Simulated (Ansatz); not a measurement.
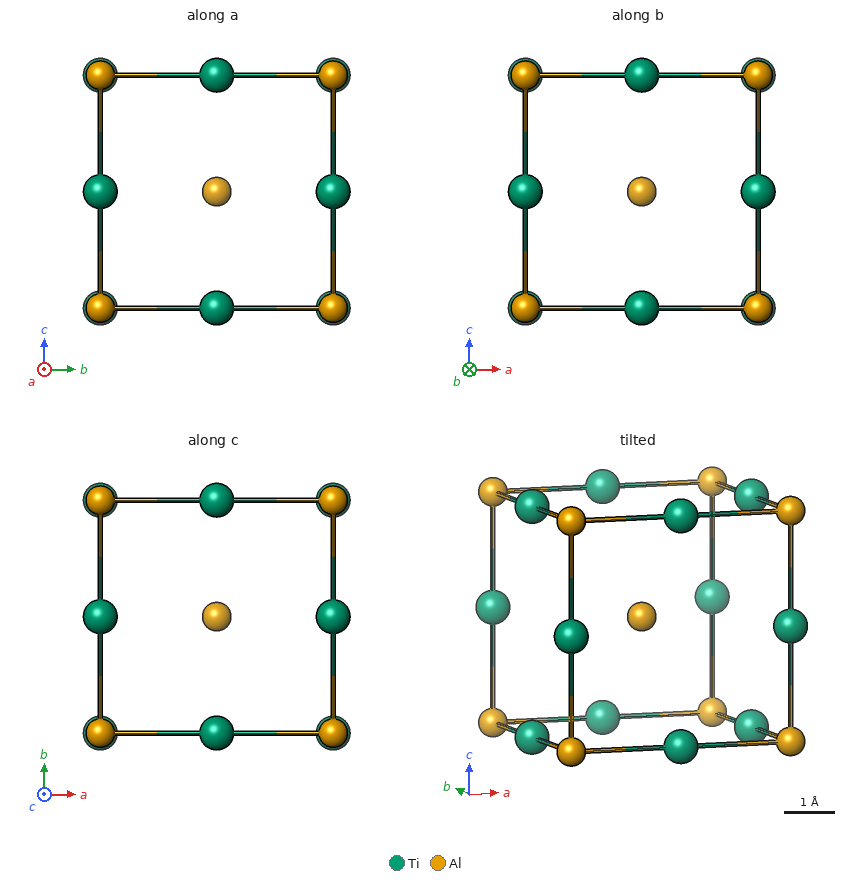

The figure gives a ball-and-stick picture of the atoms, viewed along the a axis, along the b axis, along the c axis and slightly off an axis. The frame is the conventional unit cell; atoms at its boundary are shown with their periodic copies.

Lattice parameters: a = 4.679 Å, b = 4.679 Å, c = 4.679 Å, α = 90.00°, β = 90.00°, γ = 90.00°.

### Write down what is shown as a table of Wyckoff sites.

Space group Pm-3m (No. 221).
```json
{"atom": "Ti", "site": "3d", "x": "0.5000", "y": "0.0000", "z": "0.0000"}
{"atom": "Al", "site": "1b", "x": "0.5000", "y": "0.5000", "z": "0.5000"}
{"atom": "Al", "site": "1a", "x": "0.0000", "y": "0.0000", "z": "0.0000"}
```

The model was built from a random cell made by a generator, so it need not be a real form of the compound. Earlier steps of the study, as a rule a relaxation of our own, may have changed the cell and positions, so they can lie some per cent off the listed ones. It was run through Ansatz as a DFT input.
